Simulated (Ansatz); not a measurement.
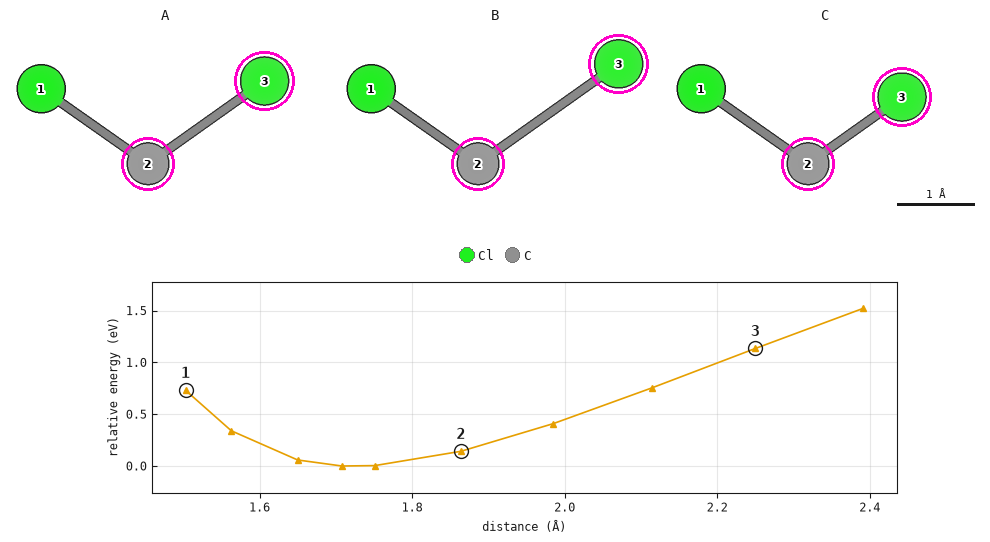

CCl₂: the C2–Cl3 distance is varied, with the rest of the molecule carried along rigidly. The frames are shuffled; the numbered points of the plot belong to them. A ball-and-stick model, seen face on. The ringed atoms are those of the scanned coordinate.

Single-point energies from Ansatz with CCSD(T) in the def2-TZVPP basis, on geometries moved rigidly from the minimum at PBE0-D4/def2-TZVP. Coupled cluster with a frozen core. Energies are counted from the PBE0-D4/def2-TZVP minimum geometry at the same level.

> Which frame belongs to which numbered point?

Point 1 is frame C (the distance 1.503 Å, 0.731 eV); 2 is frame A (the distance 1.864 Å, 0.142 eV); 3 is frame B (the distance 2.250 Å, 1.134 eV). Of the computed points the lowest is at the distance 1.708 Å, 0.000 eV. The curvature at the lowest point is about 22 eV/Å² (3.5 mdyn/Å). The well is steeper on the short side, as for any bond. At 1.503 Å to 2.391 Å the mean-field solution behind CCSD(T) isn't stable (a lower one of broken symmetry exists), so those energies are less reliable. The T1 diagnostic reaches 0.028, so the single-reference result is less sure there.
